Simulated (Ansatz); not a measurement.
Start from GaP in the zinc blende structure (space group F-43m, No. 216; a = 5.3914 Å). Axes: x, y, z lie along the cube axes.

Perturbation: uniaxial strain ε_zz = −1.00 %, all other strain components held at zero, atoms relaxed at fixed cell.

Computed with DFT with LDA, PAW potentials and a 420 eV plane-wave cutoff in Ansatz (a program for electronic structure), no SOC.

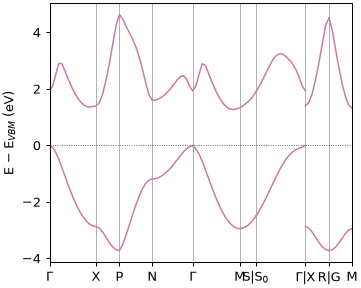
Figure: Highest valence and lowest conduction band along the path of the changed cell's own zone

Question: Read the changed gap and its character from the plot.

Answer: About 1.3 eV, indirect, Γ → Γ–M (87 % along).

Stability against distortions was not tested. k-point labels follow each cell's own Brillouin zone.
